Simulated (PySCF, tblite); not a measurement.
**C₃H₈AlF₃O: a rotation path, then NMR shifts on frames**

Aim: move C₃H₈AlF₃O (`C[O+]([AlH3-])CC(F)(F)F`) away from its starting geometry and see how NMR shifts follow the geometry.

Computed with tblite 0.8.0 and PySCF 2.14.0, with density-fitted response routines of our own, on a single molecule in the gas phase. Atoms are numbered from 0 throughout.

### Step 1. Starting geometry

16 atoms, charge 0, multiplicity 1; geometry from: GFN2-xTB.

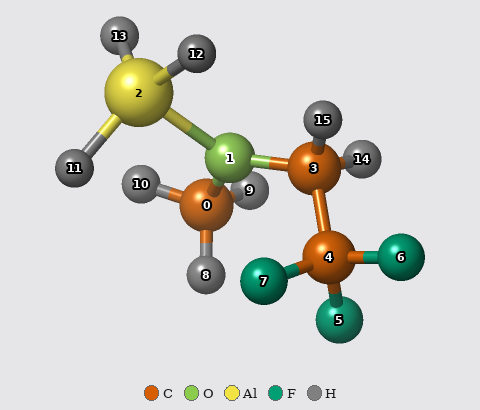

As it starts; carbon orange, oxygen green, aluminium yellow, fluorine teal, hydrogen grey, atoms numbered; sticks join atoms by distance.

### Step 2. The rotation path with GFN2-xTB

Job settings and geometry (Å):

```
{"job": {"kind": "neb", "xc": "GFN2-xTB", "basis": "xTB", "atoms": [4, 3, 1, 0], "turn": 120}, "charge": 0, "multiplicity": 1}
C      0.343955     1.508027     0.246523
O      0.479082     0.142959    -0.108489
Al     1.942214    -0.752522     0.714052
C     -0.504997    -0.390028    -0.941783
C     -1.851208    -0.562986    -0.228304
F     -2.518536     0.597759    -0.107608
F     -2.648343    -1.386057    -0.916610
F     -1.709692    -1.058998     0.996515
H     -0.535867     1.681394     0.868186
H      0.304022     2.135255    -0.647412
H      1.242116     1.741020     0.820690
H      1.538178    -0.544366     2.216230
H      1.658947    -2.131961     0.000241
H      3.063717     0.190638     0.135632
H     -0.662720     0.225851    -1.836565
H     -0.148470    -1.387042    -1.222709
```

Method: GFN2-xTB climbing-image nudged elastic band, gas phase.

Launch:

```console
$ OMP_NUM_THREADS=1 python probes_run.py task.json out
```

One launch serves the whole session: the jobs run in the order shown.

The program printed:

```text
image   E - E0 / eV
  0      -0.0000
  1       0.0178
  2       0.0879
  3       0.1908
  4       0.2305
  5       0.1555
  6       0.0703
  7       0.0347
  8       0.0001
```

Run time: 3.4 s. Hardware: 1 thread of Arm Neoverse V2, shared host; peak memory 0.19 GiB.

The final band, with the dihedral C4–C3–O1–C0:

```tsv
image	dihedral (°)	energy (eV)	energy (kcal/mol)
0	-71	0.000	0.0
1	-59	0.018	0.4
2	-45	0.088	2.0
3	-24	0.191	4.4
4	7	0.231	5.3
5	35	0.155	3.6
6	53	0.070	1.6
7	70	0.035	0.8
8	70	0.000	0.0
```

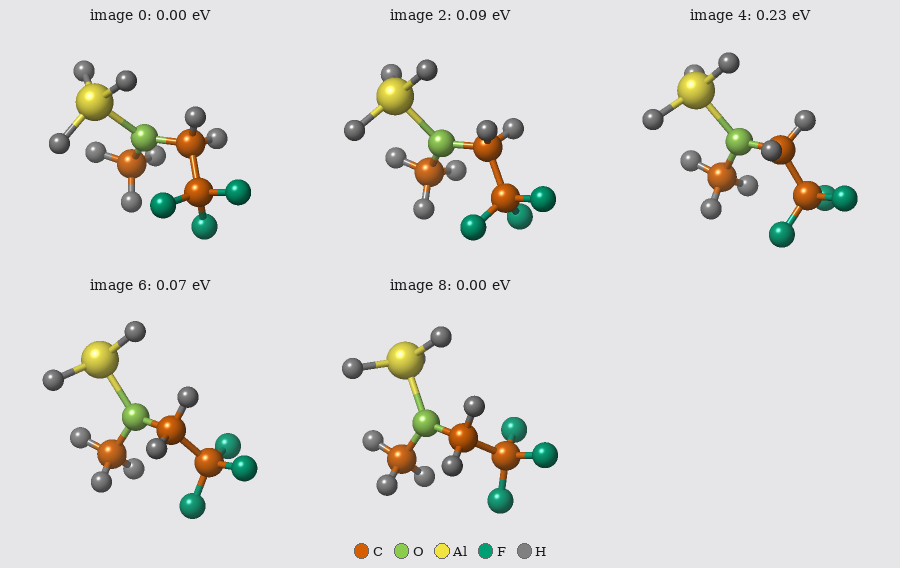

Images along the band.

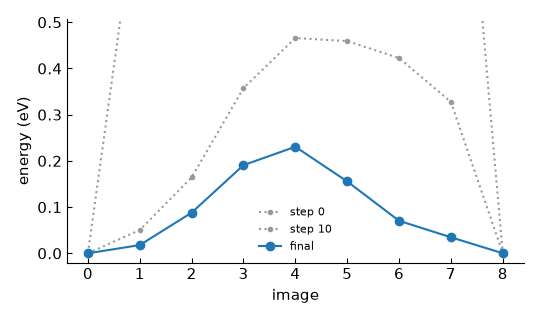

Energy along the band, early and final.

### Step 3. Nuclear shieldings: image 0, PBE0/pcSseg-1

Job settings and geometry (Å):

```
{"job": {"kind": "nmr", "xc": "PBE0", "basis": "pcSseg-1", "pop": false}, "charge": 0, "multiplicity": 1}
C      0.344000     1.508000     0.246500
O      0.479100     0.143000    -0.108500
Al     1.942200    -0.752500     0.714100
C     -0.505000    -0.390000    -0.941800
C     -1.851200    -0.563000    -0.228300
F     -2.518500     0.597800    -0.107600
F     -2.648300    -1.386100    -0.916600
F     -1.709700    -1.059000     0.996500
H     -0.535900     1.681400     0.868200
H      0.304000     2.135300    -0.647400
H      1.242100     1.741000     0.820700
H      1.538200    -0.544400     2.216200
H      1.658900    -2.132000     0.000200
H      3.063700     0.190600     0.135600
H     -0.662700     0.225900    -1.836600
H     -0.148500    -1.387000    -1.222700
```

Method: GIAO PBE0/pcSseg-1 NMR shielding, non-relativistic, gas phase.

The program printed:

```text
coarse grid: 14192 points
cycle   1  E = -735.3970736163  dE =  1.045e+00  |g| = 9.344e-01  |ddm| = 3.319e+00
cycle   2  E = -735.2497548666  dE =  1.473e-01  |g| = 1.390e+00  |ddm| = 1.134e+00
cycle   3  E = -735.5462069656  dE = -2.965e-01  |g| = 5.386e-02  |ddm| = 6.740e-01
cycle   4  E = -735.5466225655  dE = -4.156e-04  |g| = 2.766e-02  |ddm| = 5.137e-02
cycle   5  E = -735.5467362387  dE = -1.137e-04  |g| = 1.022e-02  |ddm| = 1.985e-02
cycle   6  E = -735.5467520660  dE = -1.583e-05  |g| = 2.137e-03  |ddm| = 6.593e-03
cycle   7  E = -735.5467528755  dE = -8.095e-07  |g| = 4.249e-04  |ddm| = 1.846e-03
final grid: 134512 points
cycle   8  E = -735.6220806207  dE = -4.508e-05  |g| = 1.058e-02  |ddm| = 2.432e-02
cycle   9  E = -735.6220638015  dE =  1.682e-05  |g| = 1.477e-02  |ddm| = 1.249e-02
cycle  10  E = -735.6221004788  dE = -3.668e-05  |g| = 1.076e-03  |ddm| = 7.367e-03
cycle  11  E = -735.6221007260  dE = -2.473e-07  |g| = 2.221e-04  |ddm| = 1.024e-03
cycle  12  E = -735.6221007352  dE = -9.141e-09  |g| = 9.127e-05  |ddm| = 2.008e-04
cycle  13  E = -735.6221007362  dE = -1.074e-09  |g| = 2.338e-05  |ddm| = 5.573e-05
cycle  14  E = -735.6221007363  dE = -9.277e-11  |g| = 4.200e-06  |ddm| = 1.720e-05
converged SCF energy = -735.6221007363

GIAO shielding tensors (ppm)
atom      isotropic    diamagn.    paramagn.     s11        s22        s33       span
  0 C      124.264     247.451    -123.187     92.911     99.302    180.580     87.669
  1 O      330.807     401.263     -70.456    303.767    337.211    351.443     47.676
  2 Al     395.788     795.982    -400.194    364.668    392.074    430.621     65.953
  3 C      112.111     246.667    -134.556     91.685     96.228    148.421     56.735
  4 C       54.925     244.904    -189.979     50.780     54.329     59.665      8.886
  5 F      244.650     474.758    -230.107    163.339    240.647    329.965    166.626
  6 F      258.032     469.176    -211.143    175.268    258.015    340.814    165.547
  7 F      262.334     475.420    -213.086    178.857    268.176    339.969    161.112
  8 H       27.556      30.679      -3.123     23.020     27.202     32.448      9.428
  9 H       28.229      29.884      -1.655     24.968     25.199     34.520      9.552
 10 H       27.094      30.021      -2.927     22.452     26.001     32.829     10.377
 11 H       27.279      30.615      -3.336     23.971     26.501     31.364      7.393
 12 H       27.549      30.666      -3.117     23.941     27.214     31.492      7.551
 13 H       27.290      30.319      -3.029     23.732     26.279     31.858      8.125
 14 H       27.852      29.542      -1.690     23.944     27.750     31.864      7.920
 15 H       26.632      29.482      -2.850     22.116     27.598     30.181      8.065
```

It took 29 s on 1 thread of Arm Neoverse V2, shared host; peak memory 0.83 GiB.

Shifts follow as δ = σ(reference) − σ, with reference shieldings (ppm) from runs at the same level and on the same kind of geometry: ¹H TMS 31.72, ¹³C TMS 186.9, ¹⁹F CFCl3 170.9, ¹⁷O H2O 336.1, ²⁷Al AlH4- 490.0. The references are single molecules in the gas phase, so shifts against H2O, NH3, PH3, H3PO4 or CFCl3 are not on the usual liquid scales and can be off by tens of ppm. Shifts against hydride references such as AlH4− lie on their own scale. Each atom is listed at this fixed geometry, with no averaging over motion; a spectrum would average atoms that exchange fast.

```tsv
atoms	environment	σ (ppm)	δ (ppm)
C4	CF3 carbon	54.9	132.0
C3	sp3 CH2 bonded to O	112.1	74.8
C0	methyl carbon bonded to O	124.3	62.7
H15	hydrogen on an sp3 CH2 bonded to O	26.63	5.08
H10	hydrogen on a methyl carbon bonded to O	27.09	4.62
H11	hydrogen on an aluminium bonded to O	27.28	4.44
H13	hydrogen on an aluminium bonded to O	27.29	4.43
H12	hydrogen on an aluminium bonded to O	27.55	4.17
H8	hydrogen on a methyl carbon bonded to O	27.56	4.16
H14	hydrogen on an sp3 CH2 bonded to O	27.85	3.86
H9	hydrogen on a methyl carbon bonded to O	28.23	3.49
O1	donor oxygen of a Lewis adduct	330.8	5.3
Al2	aluminium bonded to O, 3 H	395.8	94.2
F5	fluorine of a CF3 group	244.7	-73.7
F6	fluorine of a CF3 group	258.0	-87.1
F7	fluorine of a CF3 group	262.3	-91.4
```

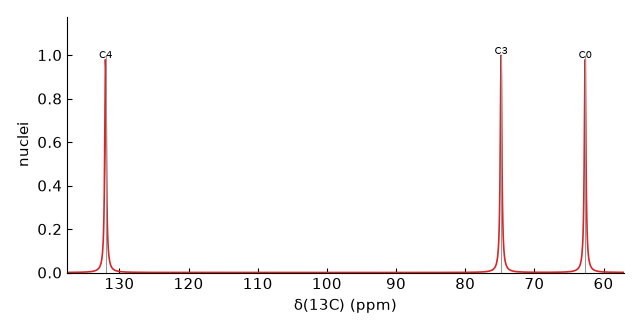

¹³C lines at the computed shifts, without couplings. Lines are broadened to a width of 0.28 ppm (Lorentzian).

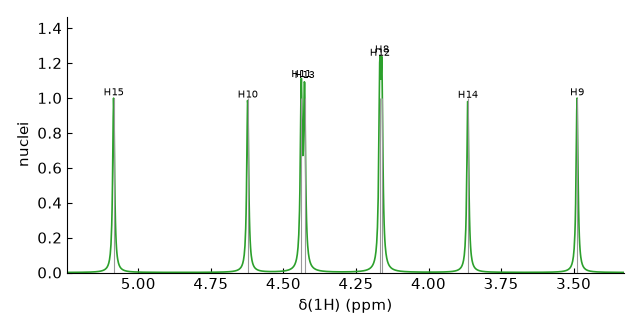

¹H lines at the computed shifts, without couplings. Lines are broadened to a width of 0.01 ppm (Lorentzian).

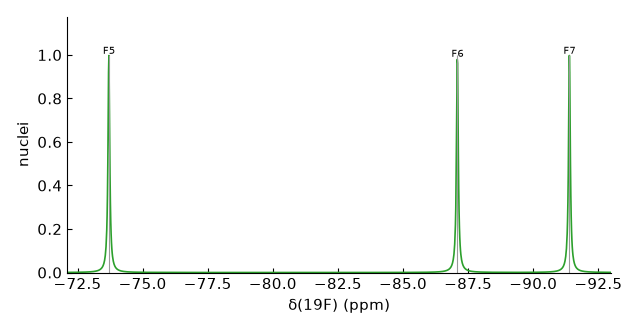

¹⁹F lines at the computed shifts, without couplings. Lines are broadened to a width of 0.08 ppm (Lorentzian).

The fields below are evaluated on a grid from the run's orbitals.

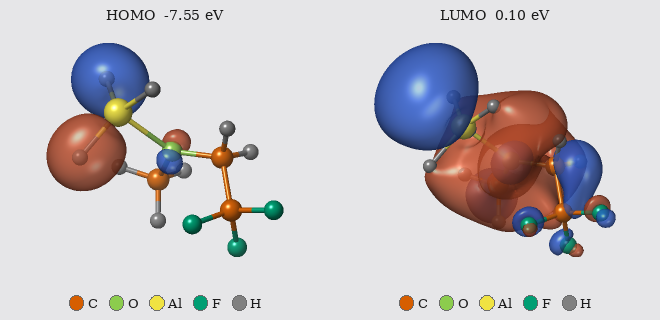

PBE0/pcSseg-1 orbitals near the gap, drawn at the value that encloses 70 % of each; the two colours are the two signs.

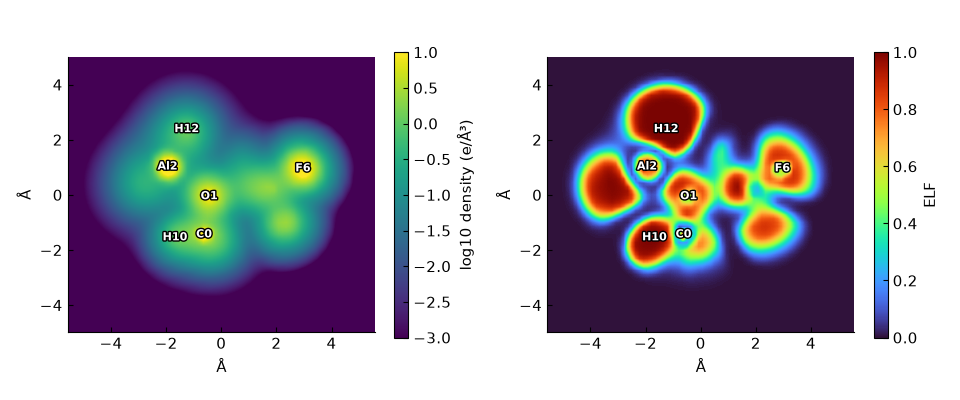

Density (left) and ELF (right) in a plane through or near 6 of the atoms.

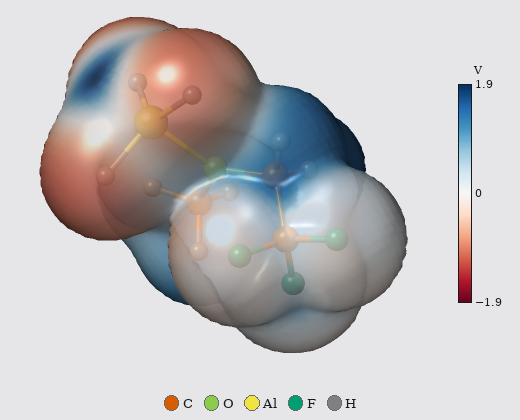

The potential that a unit positive charge feels on the 0.002 e/bohr³ surface, from the 1st to the 99th percentile, from -1.08 to 1.90 V.

### Step 4. Shielding tensors: image 2, PBE0/pcSseg-1

Job settings and geometry (Å):

```
{"job": {"kind": "nmr", "xc": "PBE0", "basis": "pcSseg-1", "pop": false}, "charge": 0, "multiplicity": 1}
C      0.226000     1.339200     0.468800
O      0.443500    -0.004900     0.069400
Al     2.177400    -0.654000     0.539300
C     -0.504300    -0.593000    -0.781000
C     -1.961200    -0.332400    -0.388000
F     -2.371500     0.889400    -0.765100
F     -2.768900    -1.206300    -0.995700
F     -2.183000    -0.427100     0.922600
H     -0.561000     1.406200     1.222700
H     -0.011900     1.974600    -0.386400
H      1.171800     1.657800     0.910700
H      1.998300    -0.638700     2.097300
H      2.022200    -1.998400    -0.270900
H      3.019300     0.515200    -0.103800
H     -0.384200    -0.247600    -1.816600
H     -0.320200    -1.670900    -0.734700
```

Level: GIAO PBE0/pcSseg-1 NMR shielding, non-relativistic, gas phase.

The program printed:

```text
coarse grid: 14192 points
cycle   1  E = -735.3910214897  dE =  1.036e+00  |g| = 9.413e-01  |ddm| = 3.325e+00
cycle   2  E = -735.2393400140  dE =  1.517e-01  |g| = 1.404e+00  |ddm| = 1.128e+00
cycle   3  E = -735.5424299788  dE = -3.031e-01  |g| = 5.207e-02  |ddm| = 6.699e-01
cycle   4  E = -735.5428148981  dE = -3.849e-04  |g| = 2.702e-02  |ddm| = 5.121e-02
cycle   5  E = -735.5429261683  dE = -1.113e-04  |g| = 9.582e-03  |ddm| = 1.938e-02
cycle   6  E = -735.5429399212  dE = -1.375e-05  |g| = 2.275e-03  |ddm| = 5.936e-03
cycle   7  E = -735.5429408206  dE = -8.994e-07  |g| = 3.952e-04  |ddm| = 1.870e-03
final grid: 134512 points
cycle   8  E = -735.6193796039  dE = -5.272e-05  |g| = 1.053e-02  |ddm| = 2.683e-02
cycle   9  E = -735.6193630876  dE =  1.652e-05  |g| = 1.469e-02  |ddm| = 1.241e-02
cycle  10  E = -735.6193992998  dE = -3.621e-05  |g| = 1.068e-03  |ddm| = 7.196e-03
cycle  11  E = -735.6193995410  dE = -2.412e-07  |g| = 2.501e-04  |ddm| = 1.049e-03
cycle  12  E = -735.6193995532  dE = -1.222e-08  |g| = 9.045e-05  |ddm| = 2.328e-04
cycle  13  E = -735.6193995543  dE = -1.073e-09  |g| = 2.699e-05  |ddm| = 5.610e-05
cycle  14  E = -735.6193995544  dE = -1.125e-10  |g| = 3.801e-06  |ddm| = 1.781e-05
converged SCF energy = -735.6193995544

GIAO shielding tensors (ppm)
atom      isotropic    diamagn.    paramagn.     s11        s22        s33       span
  0 C      125.463     248.164    -122.701     97.050    100.813    178.525     81.475
  1 O      338.113     400.701     -62.587    295.533    344.950    373.857     78.325
  2 Al     398.602     795.779    -397.177    371.553    392.211    432.041     60.489
  3 C      113.691     245.535    -131.844     93.354     99.949    147.770     54.416
  4 C       55.227     245.034    -189.807     51.586     54.936     59.159      7.573
  5 F      243.824     474.654    -230.831    161.632    241.552    328.288    166.655
  6 F      254.882     469.175    -214.293    174.807    249.436    340.402    165.595
  7 F      258.624     475.309    -216.685    174.058    268.959    332.855    158.797
  8 H       27.608      30.849      -3.241     23.245     27.192     32.389      9.144
  9 H       28.069      30.549      -2.480     24.081     26.470     33.657      9.576
 10 H       27.085      30.231      -3.146     22.209     26.433     32.612     10.403
 11 H       27.296      30.338      -3.042     23.765     26.435     31.687      7.922
 12 H       27.560      30.341      -2.781     23.872     27.155     31.652      7.780
 13 H       27.329      30.165      -2.836     23.893     26.457     31.637      7.744
 14 H       27.603      29.372      -1.769     23.210     27.815     31.784      8.574
 15 H       26.817      29.396      -2.579     21.591     28.211     30.648      9.057
```

Run time: 22 s. Hardware: 1 thread of Arm Neoverse V2, shared host; peak memory 0.85 GiB.

In short: δ C4 131.7, C3 73.2, C0 61.5, O1 -2.0, H15 4.90, H10 4.63 ppm.

[end of part 1 of 2]
